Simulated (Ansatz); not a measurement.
Input

```
crystal:
  lattice:
    - [5.1641038243, 0.0, 0.0]
    - [0.0, 5.1641038243, 0.0]
    - [0.0, 0.0, 2.6436805253]
  atoms:
    - { symbol: Co, position: [0.0, 0.0, 0.0] }
    - { symbol: Si, position: [0.7315669149, 0.7315669149, 0.5] }
    - { symbol: Si, position: [0.2684330851, 0.2684330851, 0.5] }
    - { symbol: Si, position: [0.2684330851, 0.7315669149, 0.5] }
    - { symbol: Si, position: [0.7315669149, 0.2684330851, 0.5] }
basis:
  ecutwfc: 500
kpoints:
  mp_grid: { grid: [8, 8, 14] }
  band_path:
    path:
      - [[0.0, 0.0, 0.0], [0.0, 0.5, 0.0], [0.5, 0.5, 0.0], [0.0, 0.0, 0.0], [0.0, 0.0, 0.5], [0.0, 0.5, 0.5], [0.5, 0.5, 0.5], [0.0, 0.0, 0.5]]
      - [[0.0, 0.5, 0.0], [0.0, 0.5, 0.5]]
      - [[0.5, 0.5, 0.0], [0.5, 0.5, 0.5]]
    npoints: 14
hamiltonian:
  xc: r2scan
scf:
  occupations: { method: gaussian, width: 0.1 }
  n_extra_bands: 12
output:
  forces: true
  stress: true
  eigenvalues: true
  populations: true
  dos: { projected: true, de: 0.02, nscf_kmesh: { grid: [10, 10, 17] } }
  bader: true
  write_density: true
  write_potential: true
  elf: true
  volumetric_format: npy
```

Launched as:

```sh
ansatz run input.yaml --threads 1 --pin off --max-ram 2560MiB --backend cpu --events-out ev --progress --plain --runs-dir out
```

Below, planes, directions and counts refer to the conventional cell (a = 5.16 Å, b = 5.16 Å, c = 2.64 Å, α = 90.00°, β = 90.00°, γ = 90.00°).

Space group P4/mmm; a structure generated by program, which may or may not match a known phase; computed pressure about −3 GPa in this cell; computed without spin polarisation.

These are results of DFT r2SCAN, scalar-relativistic, plane waves, PAW (Ansatz 0.2.0), not measurements.

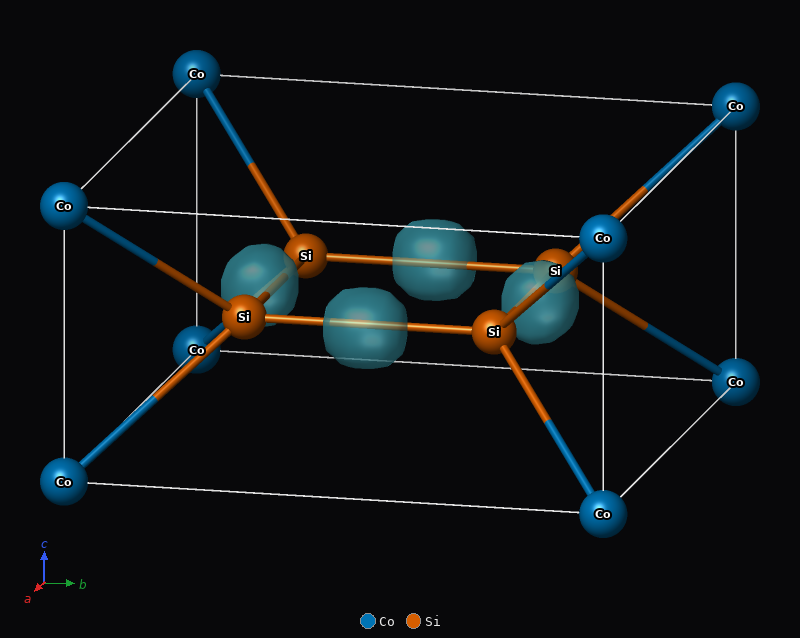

CoSi4. Isosurface of the ELF at 0.9 (cyan), seen at an oblique angle. Core shells and regions of very low density are left out. Sticks mark near contacts.

In a PAW calculation such maps are meaningful between the atoms, not at the nuclei.

Where are the electrons localised?

Answer. The ELF exceeds this value in four regions between bonded Si–Si atoms, counted in one cell of 5 atoms. Any copies at cell faces, edges or corners count once.

Values along the shortest contacts:
Co–Si (2.36 Å): the ELF peaks at about 0.70 in the valence shell of Si, 0.9 Å from its nucleus, and is about 0.50 at the midpoint. Si–Si (2.39 Å): the ELF peaks at about 0.95 between the atoms.

What Bader charges does the calculation give?

Answer. Electrons move from Si towards Co. Bader charges: Co −0.58 and Si +0.14 e.
